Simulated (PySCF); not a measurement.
Ge(NH2)4, H8GeN4, SMILES [NH2][Ge]([NH2])([NH2])[NH2] at its CAM-B3LYP/def2-SVP optimised geometry (Å):

```
13

N      1.3911    -0.7176     0.0000
Ge    -0.4328    -0.7176     0.0000
N     -0.8512    -1.8310    -1.3828
N     -0.8499     1.0579     0.0000
N     -1.4216    -1.3793     1.3826
H      1.8393    -1.6287    -0.0224
H      1.8388    -0.1269     0.6942
H     -1.8408    -1.9910    -1.5452
H     -0.3795    -1.6481    -2.2633
H     -1.8393     1.2856     0.0237
H     -0.3783     1.6287    -0.6951
H     -1.3504    -0.8793     2.2636
H     -1.3523    -2.3795     1.5439
```

Method: CAM-B3LYP/def2-TZVP (PySCF). Cells within 0.4 Å of a nucleus heavier than hydrogen are left out (blank, or x).

Map of the Laplacian of the electron density (e/bohr⁵), clipped to [-1.50, 1.50] on the plane z = 0.0 Å:

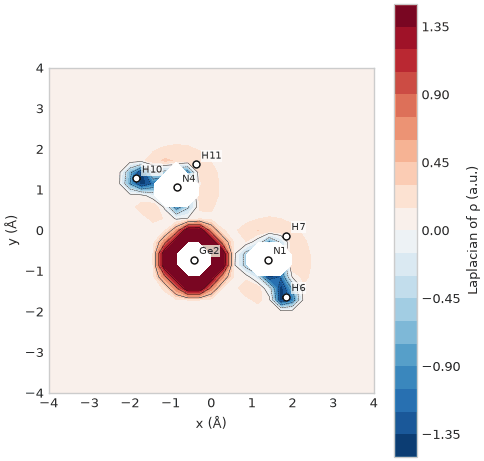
Figure: Laplacian of the electron density (e/bohr⁵), clipped to [-1.50, 1.50] on the plane z = 0.0 Å.
